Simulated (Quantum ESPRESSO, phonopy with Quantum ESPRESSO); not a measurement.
# Grüneisen parameters and expansion of NaCl (Fm-3m), part 6 of 8

Wanted: mode Grüneisen parameters of NaCl and a free-energy fit over volumes.

Experimental results on record:
- volume expansion coefficient 121.2 1e-6/K near room temperature (given in “Descriptors for thermal expansion in solids”, 2017, arXiv:1701.03966)
- volume expansion coefficient 119.1 1e-6/K and heat capacity C_P per formula unit 50.54 J/mol/K near room temperature (given in “High-Throughput Prediction of Finite-Temperature Properties using the Quasi-Harmonic Approximation”, 2016, arXiv:1603.06924)

Quantum ESPRESSO 7.5; DFT PBEsol, scalar-relativistic, plane waves, GBRV ultrasoft pseudopotentials.

So far. Step 5 (Zone-centre response): The Born charges sum to zero within 0.028 e; the rest is removed before use. Acoustic frequencies in this log differ from zero by the error of the sum rule, which ph.x does not impose. This version of ph.x has a suspected fault in its gradient-corrected response, so the tensors carry some doubt. Step 6 (A displaced supercell): At this level the gap is 5.06 eV on the k-mesh of the self-consistent run, which can miss the band edges.

The database entry behind the starting cell differs from later determinations by our own check (an axis about 0.4 % short against later determinations), so it need not match the best structure at ambient conditions.

### 8. Lattice dynamics at this volume, V/V0 1

This step: DFT PBEsol, scalar-relativistic, plane waves, GBRV ultrasoft pseudopotentials (phonopy with Quantum ESPRESSO 4.10.0 / 7.5).

Run time: 8.8 min. Hardware: 8 threads of Intel Xeon 6975P-C (Granite Rapids), shared host.

Numbers from this step:

- point group: m-3m
- highest frequency: 262 cm⁻¹
- Debye temperature from the second moment: 285 K
- lowest frequency on the path: 0 cm⁻¹
- zero-point energy: 0.05458 eV/cell
- Γ frequencies: 0, 0, 0, 174.3, 174.3, 174.3 cm⁻¹ (negative: imaginary)

Phonopy, LO-TO term from ph.x's tensors. The phonon branches at the labelled points (cm⁻¹):

```
    point  branch 1  branch 2  branch 3  branch 4  branch 5  branch 6
        Γ         0         0         0       174       174       262
        X        83        83       131       181       181       192
        U       100       123       131       169       184       190
jump to K       100       123       131       169       184       190
        Γ         0         0         0       174       174       262
        L       121       121       144       144       176       220
        W       114       114       139       160       188       188
        X        83        83       131       181       181       192
```

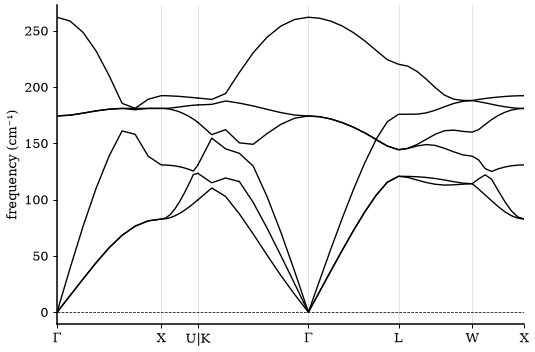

Phonon branches along the path.

Harmonic. Thermo, by row:

| T (K) | F_vib (meV/atom) | S (J/mol-atom/K) | C_V (J/mol-atom/K) |
| --- | --- | --- | --- |
| 0 | 27.29 | 0 | 0 |
| 50 | 26.82 | 3.32 | 7.785 |
| 100 | 22.85 | 12.1 | 17.29 |
| 150 | 14.48 | 19.93 | 21 |
| 200 | 2.46 | 26.22 | 22.59 |
| 250 | -12.49 | 31.36 | 23.4 |
| 300 | -29.89 | 35.66 | 23.85 |
| 350 | -49.35 | 39.37 | 24.13 |
| 400 | -70.61 | 42.6 | 24.32 |
| 450 | -93.44 | 45.47 | 24.45 |
| 500 | -117.7 | 48.05 | 24.54 |
| 550 | -143.2 | 50.4 | 24.61 |
| 600 | -169.9 | 52.54 | 24.66 |
| 650 | -197.6 | 54.52 | 24.7 |
| 700 | -226.4 | 56.35 | 24.73 |
| 750 | -256 | 58.05 | 24.76 |
| 800 | -286.5 | 59.65 | 24.78 |
| 850 | -317.8 | 61.16 | 24.8 |
| 900 | -349.9 | 62.57 | 24.82 |
| 950 | -382.7 | 63.92 | 24.83 |
| 1000 | -416.1 | 65.19 | 24.84 |

The modes has structure finer than the step of the table below, so its rows give means over 20 cm⁻¹, whole bins alone (the curve runs from -10 to 279 cm⁻¹). Peaks (cm⁻¹: height): Cl 120.9: 0.0417, 142.7: 0.0222, 180.9: 0.0365; Na 142.7: 0.0314, 182.7: 0.0459.

Phonopy on the run's constants, 17x17x17 mesh, Gaussian sigma 2.1 cm⁻¹. The modes by wavenumber; means over each step; values in 1/cm⁻¹/cell:

```
wavenumber (cm⁻¹)       Cl       Na
                0   2.1e-5   1.2e-5
               20   6.5e-4   4.2e-4
               40  0.00224  0.00142
               60  0.00554  0.00349
               80   0.0126  0.00830
              100   0.0217   0.0127
              120   0.0294   0.0118
              140   0.0171   0.0203
              160   0.0200   0.0236
              180   0.0307   0.0377
              200  0.00488   0.0155
              220  0.00246  0.00935
              240  0.00206  0.00434
              260   6.4e-4  0.00108
```

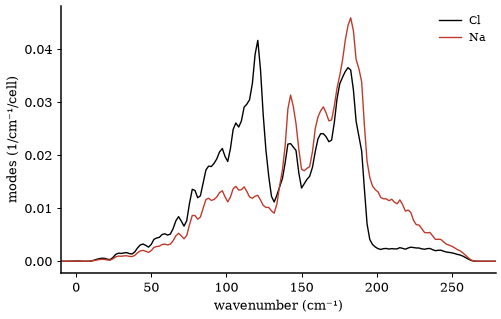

Modes, plotted against wavenumber.

No LO-TO term. Modes at Γ, with each element's share of the kinetic energy:

| mode | frequency (cm⁻¹) | symmetry | Na % | Cl % |
| --- | --- | --- | --- | --- |
| 1 | 0.0 | T1u | 39 | 61 |
| 2 | 0.0 | T1u | 39 | 61 |
| 3 | 0.0 | T1u | 39 | 61 |
| 4 | 174.3 | T1u | 61 | 39 |
| 5 | 174.3 | T1u | 61 | 39 |
| 6 | 174.3 | T1u | 61 | 39 |

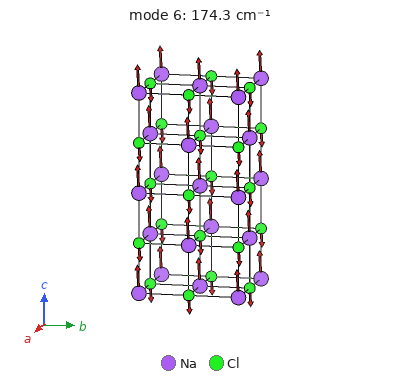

Displacement patterns of mode 6 at Γ; arrows are exaggerated. 1×1×2 conventional cells are drawn. Some periodic images of atoms are drawn too.

No mode is imaginary beyond numerical noise along the path.

The time given is that of the 2 pw.x runs on displaced cells behind this step.

The supercell is 9.7 Å across at its narrowest and was not tested against a larger one: only its own wavevectors are exact, and acoustic branches between them, with the entropy at low temperature, can be off.

### 9. Self-consistent run, V/V0 1.015

A tight ground state at this cell gives the energy of this member; its pressure is the stress at this cutoff, which can carry an offset from the finite basis.

This step: DFT PBEsol, scalar-relativistic, plane waves, GBRV ultrasoft pseudopotentials (Quantum ESPRESSO 7.5).

System of this step: NaCl. The structure is cubic, space group Fm-3m (No. 225). The conventional cell has a = 5.605 Å, b = 5.605 Å, c = 5.605 Å, α = 90.00°, β = 90.00°, γ = 90.00°. Nearest to Na lie 6 Cl at 2.80 Å. Nearest to Cl lie 6 Na at 2.80 Å. Farther neighbours and most contacts between anions are not listed.

Contents of scf.in:

```
 &control
    calculation='scf',
    prefix='x',
    outdir='./tmp',
    pseudo_dir='./pseudo',
    tprnfor=.true.,
    tstress=.true.,
 /
 &system
    ibrav=0,
    nat=2,
    ntyp=2,
    ecutwfc=34.0,
    ecutrho=204.0,
    occupations='fixed',
    nbnd=10,
 /
 &electrons
    conv_thr=1.0d-12,
    mixing_beta=0.7,
    electron_maxstep=100,
 /
ATOMIC_SPECIES
 Na     22.9898  Na.upf
 Cl     35.4500  Cl.upf
CELL_PARAMETERS angstrom
     0.000000000    2.802350007    2.802350007
     2.802350007    0.000000000    2.802350007
     2.802350007    2.802350007    0.000000000
ATOMIC_POSITIONS crystal
 Na     0.000000000   0.000000000   0.000000000
 Cl     0.500000000   0.500000000   0.500000000
K_POINTS automatic
 8 8 8 0 0 0
```

Started as:

```sh
$ OMP_NUM_THREADS=1 mpirun -n 8 pw.x -nk 8 -in scf.in > scf.out
```

What it wrote:

```text
[banner, memory and clock lines left out]
Program PWSCF v.7.5

     Message from routine setup:
     using ibrav=0 with symmetry is DISCOURAGED, use correct ibrav instead

     G-vector sticks info

     bravais-lattice index     =            0
     lattice parameter (alat)  =       7.4892  a.u.
     unit-cell volume          =     297.0255 (a.u.)^3
     number of atoms/cell      =            2
     number of atomic types    =            2
     number of electrons       =        16.00
[...]
Total force =     0.000000     Total SCF correction =     0.000000

     Computing stress (Cartesian axis) and pressure

     negative rho (up, down):  1.445E-02 0.000E+00
          total   stress  (Ry/bohr**3)                   (kbar)     P=       -5.52
  -0.00003749  -0.00000000   0.00000000           -5.52       -0.00        0.00
  -0.00000000  -0.00003749   0.00000000           -0.00       -5.52        0.00
   0.00000000  -0.00000000  -0.00003749            0.00       -0.00       -5.52

     XML data file, charge density, pseudopotentials, collected wavefunctions
[key lines of the parts left out:]
!    total energy              =    -128.63178545 Ry
convergence has been achieved in  10 iterations
```

Wall time 2.1 s (8 MPI ranks).

At this level the gap is 5.00 eV on the k-mesh of the self-consistent run, which can miss the band edges.

### 10. Born charges and dielectric tensor

In a polar crystal the Born charges and ε∞ give the long-range dipole term that a finite supercell misses. They are those of this k-mesh and were not tested on a denser one; where the gap is small they converge slowly, and the LO modes with them.

Contents of ph.in:

```
phonons
 &inputph
    prefix='x',
    outdir='./tmp',
    fildyn='x.dyn',
    tr2_ph=1.0d-18,
    epsil=.true.,
 /
0.000000000 0.000000000 0.000000000
```

scf.in is that of step 9.

Started as:

```sh
$ OMP_NUM_THREADS=1 mpirun -n 8 ph.x -nk 8 -in ph.in > ph.out
```

What it wrote:

```text
[banner, memory and clock lines left out]
Program PHONON v.7.5

     ./tmp/x.save/

     IMPORTANT: XC functional enforced from input :
     Exchange-correlation= PBESOL
                           (   1   4  10   8   0   0   0)
     Any further DFT definition will be discarded
     Please, verify this is what you really want

     G-vector sticks info

     negative rho (up, down):  1.445E-02 0.000E+00
     Reading collected, re-writing distributed wavefunctions in ./tmp/

     Number and degeneracy of irreps per q-point
[...]
freq (    1) =      -0.681158 [THz] =     -22.720970 [cm-1]
     freq (    2) =      -0.681158 [THz] =     -22.720970 [cm-1]
     freq (    3) =      -0.681158 [THz] =     -22.720970 [cm-1]
     freq (    4) =       4.982063 [THz] =     166.183729 [cm-1]
     freq (    5) =       4.982063 [THz] =     166.183729 [cm-1]
     freq (    6) =       4.982063 [THz] =     166.183729 [cm-1]
 **************************************************************************

     Mode symmetry, O_h (m-3m)  point group:

     freq (   1-   3) =        -22.7  [cm-1]   --> T_1u G_15  G_4- I
     freq (   4-   6) =        166.2  [cm-1]   --> T_1u G_15  G_4- I
```

It took 16 s on 8 MPI ranks.

ε∞:

```
2.57 0.00 0.00
0.00 2.57 0.00
0.00 0.00 2.57
```

The Born charges sum to zero within 0.028 e; the rest is removed before use. Acoustic frequencies in this log differ from zero by the error of the sum rule, which ph.x does not impose. This version of ph.x has a suspected fault in its gradient-corrected response, so the tensors carry some doubt.

### 11. Forces on a displaced cell

One atom (for the harmonic constants) or a pair of atoms (for the cubic ones) is moved by a few hundredths of an ångström; the forces on all atoms give a column of force constants. The threshold is tight because the forces are small.

System of this step: NaCl. The cell holds 54 atoms: 27 Na and 27 Cl. Cell: a = 11.889 Å, b = 11.889 Å, c = 11.889 Å, α = 60.0°, β = 60.0°, γ = 60.0°. It derives from NaCl, repeated 3×3×3.

Contents of disp-00001.in:

```
 &control
    calculation='scf',
    prefix='x',
    outdir='./tmp',
    pseudo_dir='./pseudo',
    tprnfor=.true.,
    disk_io='none',
 /
 &system
    ibrav=0,
    nat=54,
    ntyp=2,
    ecutwfc=34.0,
    ecutrho=204.0,
    occupations='fixed',
    nbnd=218,
 /
 &electrons
    conv_thr=1.0d-11,
    mixing_beta=0.7,
    electron_maxstep=100,
 /
ATOMIC_SPECIES
 Na     22.9898  Na.upf
 Cl     35.4500  Cl.upf
CELL_PARAMETERS angstrom
     0.000000000    8.407050021    8.407050021
     8.407050021    0.000000000    8.407050021
     8.407050021    8.407050021    0.000000000
ATOMIC_POSITIONS crystal
 Na     0.001682176   0.000000000   0.000000000
 Na     0.333333333   0.000000000   0.000000000
 Na     0.666666667   0.000000000   0.000000000
 Na     0.000000000   0.333333333   0.000000000
 Na     0.333333333   0.333333333   0.000000000
 Na     0.666666667   0.333333333   0.000000000
 Na     0.000000000   0.666666667   0.000000000
 Na     0.333333333   0.666666667   0.000000000
 Na     0.666666667   0.666666667   0.000000000
 Na     0.000000000   0.000000000   0.333333333
 Na     0.333333333   0.000000000   0.333333333
 Na     0.666666667   0.000000000   0.333333333
 Na     0.000000000   0.333333333   0.333333333
 Na     0.333333333   0.333333333   0.333333333
 Na     0.666666667   0.333333333   0.333333333
 Na     0.000000000   0.666666667   0.333333333
 Na     0.333333333   0.666666667   0.333333333
 Na     0.666666667   0.666666667   0.333333333
 Na     0.000000000   0.000000000   0.666666667
 Na     0.333333333   0.000000000   0.666666667
 Na     0.666666667   0.000000000   0.666666667
 Na     0.000000000   0.333333333   0.666666667
 Na     0.333333333   0.333333333   0.666666667
 Na     0.666666667   0.333333333   0.666666667
 Na     0.000000000   0.666666667   0.666666667
 Na     0.333333333   0.666666667   0.666666667
 Na     0.666666667   0.666666667   0.666666667
 Cl     0.166666667   0.166666667   0.166666667
 Cl     0.500000000   0.166666667   0.166666667
 Cl     0.833333333   0.166666667   0.166666667
 Cl     0.166666667   0.500000000   0.166666667
 Cl     0.500000000   0.500000000   0.166666667
 Cl     0.833333333   0.500000000   0.166666667
 Cl     0.166666667   0.833333333   0.166666667
 Cl     0.500000000   0.833333333   0.166666667
 Cl     0.833333333   0.833333333   0.166666667
 Cl     0.166666667   0.166666667   0.500000000
 Cl     0.500000000   0.166666667   0.500000000
 Cl     0.833333333   0.166666667   0.500000000
 Cl     0.166666667   0.500000000   0.500000000
 Cl     0.500000000   0.500000000   0.500000000
 Cl     0.833333333   0.500000000   0.500000000
 Cl     0.166666667   0.833333333   0.500000000
 Cl     0.500000000   0.833333333   0.500000000
 Cl     0.833333333   0.833333333   0.500000000
 Cl     0.166666667   0.166666667   0.833333333
 Cl     0.500000000   0.166666667   0.833333333
 Cl     0.833333333   0.166666667   0.833333333
 Cl     0.166666667   0.500000000   0.833333333
 Cl     0.500000000   0.500000000   0.833333333
 Cl     0.833333333   0.500000000   0.833333333
 Cl     0.166666667   0.833333333   0.833333333
 Cl     0.500000000   0.833333333   0.833333333
 Cl     0.833333333   0.833333333   0.833333333
K_POINTS automatic
 2 2 2 0 0 0
```

Started as:

```sh
$ OMP_NUM_THREADS=1 mpirun -n 4 pw.x -nk 4 -in disp-00001.in > disp-00001.out
```

What it wrote:

```text
[banner, memory and clock lines left out]
Program PWSCF v.7.5

     Message from routine setup:
     using ibrav=0 with symmetry is DISCOURAGED, use correct ibrav instead

     G-vector sticks info

     bravais-lattice index     =            0
     lattice parameter (alat)  =      22.4676  a.u.
     unit-cell volume          =    8019.6883 (a.u.)^3
     number of atoms/cell      =           54
     number of atomic types    =            2
     number of electrons       =       432.00
[...]
atom    1 type  1   force =    -0.00000000   -0.00115887   -0.00115887
     atom    2 type  1   force =     0.00000000    0.00014230    0.00014230
     atom    3 type  1   force =    -0.00000000    0.00013967    0.00013967
[...]
atom   53 type  2   force =     0.00005408   -0.00003128   -0.00003128
     atom   54 type  2   force =    -0.00005344   -0.00003106   -0.00003106

     Total force =     0.001882     Total SCF correction =     0.000000
     Message from routine punch:
     Nothing written, as per user request (disk_io='none')
[key lines of the parts left out:]
!    total energy              =   -3473.05822216 Ry
convergence has been achieved in  13 iterations
```

Wall time 9 min (4 MPI ranks); 36 min of CPU time.

### 12. Lattice dynamics at this volume, V/V0 1.015

This step: DFT PBEsol, scalar-relativistic, plane waves, GBRV ultrasoft pseudopotentials (phonopy with Quantum ESPRESSO 4.10.0 / 7.5).

The job ended after 9 min (8 threads; 70 min of CPU time).

Phonopy, LO-TO term from ph.x's tensors. Phonon branches along the path, in cm⁻¹:

| point | branch 1 | branch 2 | branch 3 | branch 4 | branch 5 | branch 6 |
| --- | --- | --- | --- | --- | --- | --- |
| Γ | 0 | 0 | 0 | 168 | 168 | 258 |
| X | 83 | 83 | 131 | 174 | 174 | 185 |
| U | 98 | 123 | 129 | 162 | 178 | 183 |
| jump to K | 98 | 123 | 130 | 162 | 178 | 183 |
| Γ | 0 | 0 | 0 | 168 | 168 | 258 |
| L | 117 | 117 | 140 | 140 | 172 | 217 |
| W | 114 | 114 | 135 | 156 | 181 | 181 |
| X | 83 | 83 | 131 | 174 | 174 | 185 |

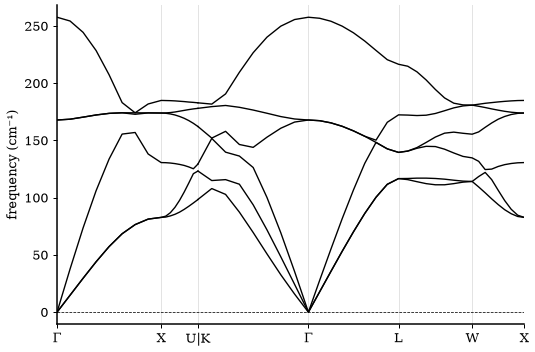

Phonon branches along the path.

No mode is imaginary beyond numerical noise along the path. The highest zone-centre mode (no LO–TO term) moved by -3.6 % for a volume change of +1.5 %.

The time given is that of the 2 pw.x runs on displaced cells behind this step.

### 13. Ground state at this cell, V/V0 0.985

A tight ground state at this cell gives the energy of this member; its pressure is the stress at this cutoff, which can carry an offset from the finite basis.

This step: DFT PBEsol, scalar-relativistic, plane waves, GBRV ultrasoft pseudopotentials (Quantum ESPRESSO 7.5).

System of this step: NaCl. Symmetry: Fm-3m, No. 225, cubic system. The conventional cell has a = 5.549 Å, b = 5.549 Å, c = 5.549 Å, α = 90.00°, β = 90.00°, γ = 90.00°. Nearest to Na lie 6 Cl at 2.77 Å. Nearest to Cl lie 6 Na at 2.77 Å. Farther neighbours and most contacts between anions are not listed.

Changes to scf.in since step 10:

```diff
@@ -26,5 +26,5 @@
 CELL_PARAMETERS angstrom
-     0.000000000    2.802350007    2.802350007
-     2.802350007    0.000000000    2.802350007
-     2.802350007    2.802350007    0.000000000
+     0.000000000    2.774464077    2.774464077
+     2.774464077    0.000000000    2.774464077
+     2.774464077    2.774464077    0.000000000
 ATOMIC_POSITIONS crystal
```

Started as:

```sh
$ OMP_NUM_THREADS=1 mpirun -n 8 pw.x -nk 8 -in scf.in > scf.out
```

What it wrote:

```text
[banner, memory and clock lines left out]
Program PWSCF v.7.5

     Message from routine setup:
     using ibrav=0 with symmetry is DISCOURAGED, use correct ibrav instead

     G-vector sticks info

     bravais-lattice index     =            0
     lattice parameter (alat)  =       7.4147  a.u.
     unit-cell volume          =     288.2464 (a.u.)^3
     number of atoms/cell      =            2
     number of atomic types    =            2
     number of electrons       =        16.00
[...]
Total force =     0.000000     Total SCF correction =     0.000000

     Computing stress (Cartesian axis) and pressure

     negative rho (up, down):  1.458E-02 0.000E+00
          total   stress  (Ry/bohr**3)                   (kbar)     P=        2.72
   0.00001847   0.00000000  -0.00000000            2.72        0.00       -0.00
   0.00000000   0.00001847  -0.00000000            0.00        2.72       -0.00
  -0.00000000  -0.00000000   0.00001847           -0.00       -0.00        2.72

     XML data file, charge density, pseudopotentials, collected wavefunctions
[key lines of the parts left out:]
!    total energy              =    -128.63148944 Ry
convergence has been achieved in  10 iterations
```

Wall time 2.2 s (8 MPI ranks).

The run ends at a pressure of 0.27 GPa.

### 14. Zone-centre response

In a polar crystal the Born charges and ε∞ give the long-range dipole term that a finite supercell misses. They are those of this k-mesh and were not tested on a denser one; where the gap is small they converge slowly, and the LO modes with them.

ph.in is that of step 10.

scf.in is that of step 13.

Started as:

```sh
$ OMP_NUM_THREADS=1 mpirun -n 8 ph.x -nk 8 -in ph.in > ph.out
```

What it wrote:

```text
[banner, memory and clock lines left out]
Program PHONON v.7.5

     ./tmp/x.save/

     IMPORTANT: XC functional enforced from input :
     Exchange-correlation= PBESOL
                           (   1   4  10   8   0   0   0)
     Any further DFT definition will be discarded
     Please, verify this is what you really want

     G-vector sticks info

     negative rho (up, down):  1.458E-02 0.000E+00
     Reading collected, re-writing distributed wavefunctions in ./tmp/

     Number and degeneracy of irreps per q-point
[...]
freq (    1) =      -0.674360 [THz] =     -22.494243 [cm-1]
     freq (    2) =      -0.674360 [THz] =     -22.494243 [cm-1]
     freq (    3) =      -0.674360 [THz] =     -22.494243 [cm-1]
     freq (    4) =       5.372079 [THz] =     179.193274 [cm-1]
     freq (    5) =       5.372079 [THz] =     179.193274 [cm-1]
     freq (    6) =       5.372079 [THz] =     179.193274 [cm-1]
 **************************************************************************

     Mode symmetry, O_h (m-3m)  point group:

     freq (   1-   3) =        -22.5  [cm-1]   --> T_1u G_15  G_4- I
     freq (   4-   6) =        179.2  [cm-1]   --> T_1u G_15  G_4- I
```

It took 16 s on 8 MPI ranks; 2.1 min of CPU time.

ε∞:

```
2.60 0.00 0.00
0.00 2.60 0.00
0.00 0.00 2.60
```

The Born charges sum to zero within 0.028 e; the rest is removed before use. Acoustic frequencies in this log differ from zero by the error of the sum rule, which ph.x does not impose. This version of ph.x has a suspected fault in its gradient-corrected response, so the tensors carry some doubt.

(Continued in part 7 of 8.)

[Logs are printed without paths, hosts, clocks, repeated set-up lines and the standing remarks that a program may print on its own settings, such as how far it seeks lower states.]

[Hosts, paths, dates, database ids (printed as entryN), source tags and the programs' standing remarks are cut or masked in the printed files.]

[A step with changed settings may run another functional than the one named; its input shows which.]

[Of the runs on displaced cells, only some may be shown.]
